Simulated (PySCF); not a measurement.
Consider C₃H₅NO (SMILES C/N=C/C=[O+]) (charge +1, doublet).

Input

```
{"job": {"kind": "epr", "basis": "pcH-1"}, "charge": 1, "multiplicity": 2}
C      1.746654    -0.044613     0.121109
N      0.396534    -0.033458    -0.054869
C     -0.750728     0.225097     0.272569
C     -1.966542    -0.144397    -0.610503
O     -3.073750     0.100789    -0.304315
H      2.221951     0.479625    -0.716592
H      2.068021     0.427455     1.063612
H      2.101118    -1.082198     0.106266
H     -1.074087     0.730955     1.190274
H     -1.660286    -0.654600    -1.538414
```

Run with:

```sh
OMP_NUM_THREADS=1 python probes_run.py task.json out
```

Geometry: GFN2-xTB.

Computed with UKS B3LYP, pcH-1 on C H N O, non-relativistic, mean-field spin-orbit, GIAO in PySCF 2.14.0, density-fitted response routines.

Question: What can the converged electron density, electron localisation function and spin density tell about the bonding?

Answer: C–O (1.17 Å): ρ at the midpoint is about 3.5 e/Å³; the ELF peaks at about 0.85 between the atoms; a multiple bond.
C–N (1.22 Å): ρ is about 3 e/Å³ halfway; the ELF peaks at about 0.90 between the atoms: a short, multiple covalent bond.
C–C (1.55 Å): ρ at the midpoint is about 1.5 e/Å³; the ELF peaks at about 0.95 between the atoms (localised, covalent bonding).
C–H (1.10 Å): the density is about 2 e/Å³ at the midpoint; the ELF climbs to about 1 towards the hydrogen, as it does in any bond to H: a covalent bond by its length.
The unpaired spin (1 electron) lies mostly on N2 (about 0.5), O5 (about 0.1) and H9 (about 0.1), in electrons by Hirshfeld's partition.

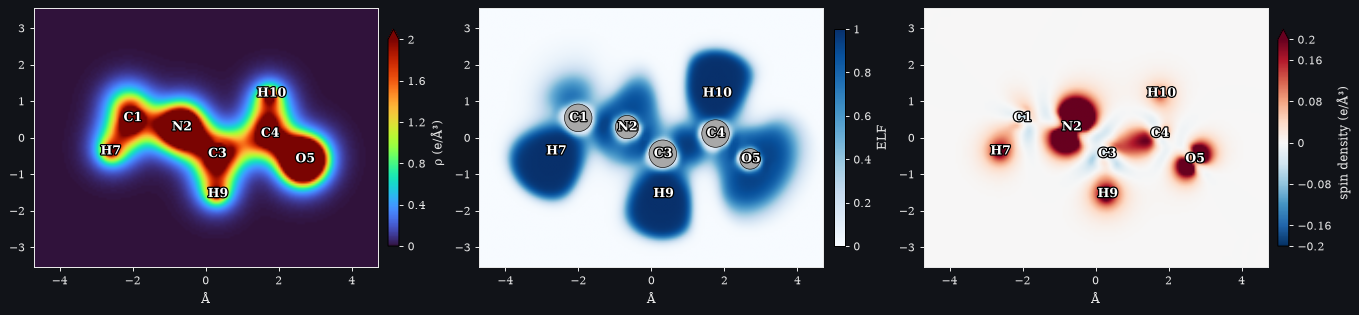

Computed electron density, electron localisation function and spin density on the plane of atoms O5, C4 and H10, in this order. Grey discs cover the atomic cores in the ELF map. 
